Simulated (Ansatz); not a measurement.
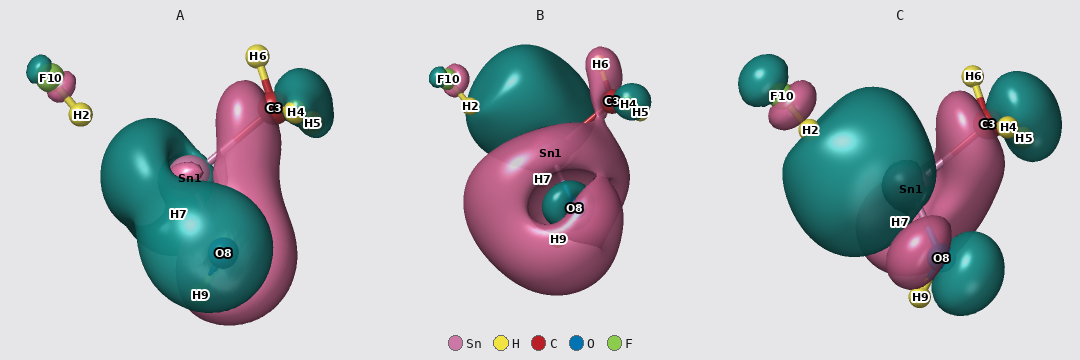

*CH5OSn···HF (doublet). Three frontier orbitals at ±0.06 Å⁻³ᐟ² (teal and pink are the two phases), in no order.*

Core potentials replace the inner electrons of Sn.

Method: UKS PBE-D4/def2-mTZVP (Ansatz).

Input file:

```
crystal:
  periodic: [false, false, false]
  atoms:
    - { symbol: Sn, position_ang: [0.025353, 0.024908, -0.047711] }
    - { symbol: H, position_ang: [-0.068121, 0.072079, 2.887455] }
    - { symbol: C, position_ang: [2.057171, -0.015215, -0.819134] }
    - { symbol: H, position_ang: [2.354447, -1.066576, -0.914534] }
    - { symbol: H, position_ang: [2.072205, 0.473525, -1.80263] }
    - { symbol: H, position_ang: [2.7435, 0.503812, -0.139362] }
    - { symbol: H, position_ang: [-1.012531, 1.226523, -0.820092] }
    - { symbol: O, position_ang: [-0.646696, -1.780411, -0.663671] }
    - { symbol: H, position_ang: [-1.622629, -1.845745, -0.62569] }
    - { symbol: F, position_ang: [0.134701, 0.1625, 3.79907] }
magnetization:
  spin_polarized: true
  initial_magnetization: 1
basis:
  gaussian: { orbitals: def2-mTZVP }
hamiltonian:
  xc: pbe
  dispersion: d4
relax:
  f_tol: 0.03
  max_steps: 50
output:
  orbitals: {}
```

Command:

```sh
ansatz run input.yaml --threads 4 --pin off --max-ram 5120MiB --backend cpu --events-out ev --progress --plain --runs-dir out
```

The fields are those of the run's last geometry, not of the input's.

**Order the three orbitals by energy and name them. All are α orbitals.**

A is the HOMO−1 (α) (−7.44 eV). Its weight (Hirshfeld) is mainly on O8 (about 70 %) and Sn1 (about 15 %); largely a lone pair of O8. C is the HOMO (α) (−5.45 eV). Its weight (Hirshfeld) is mainly on Sn1 (about 50 %), O8 (about 15 %), C3 (about 10 %), H7 (about 10 %) and H2 (about 5 %). B is the LUMO (α) (−1.51 eV). It lies mainly on Sn1 (about 60 %), O8 (about 15 %) and H9 (about 10 %).

**What is the gap between the highest occupied and lowest empty α orbitals?**

3.94 eV between the orbital energies.
